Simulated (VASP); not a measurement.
Band structure of HfS2 (1T layered). Level of theory: PW91 GGA, VASP's PBE PAW potentials (set 64) (plane waves; VASP).

Without a dispersion term in the relaxation, distances and binding between the weakly bound layers, chains or molecules are unreliable, and so is what depends on them. Unless said otherwise, spin-orbit coupling is left out, though it shifts the bands of the heavy elements here.

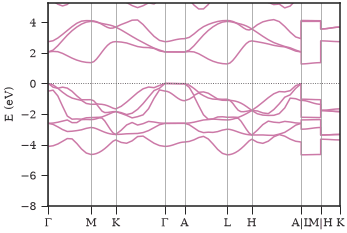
Figure: Bands along high-symmetry lines, zero at the valence-band maximum or, without a gap, the Fermi level

Q: Read the plot: is there a gap, and where are the band edges?

A: The gap is indirect, 1.28 eV, from the valence maximum at Γ to the conduction minimum at L. (Edges off the drawn lines would not show.)

Measured: gap 1.80 eV (computed value off by -0.52 eV), as given by Miłosz Rybak et al., Nanomaterials (2022), arXiv:2210.12074.

The compound is HfS2 in the 1T layered structure. It was relaxed first, which changed the volume by +20 %.
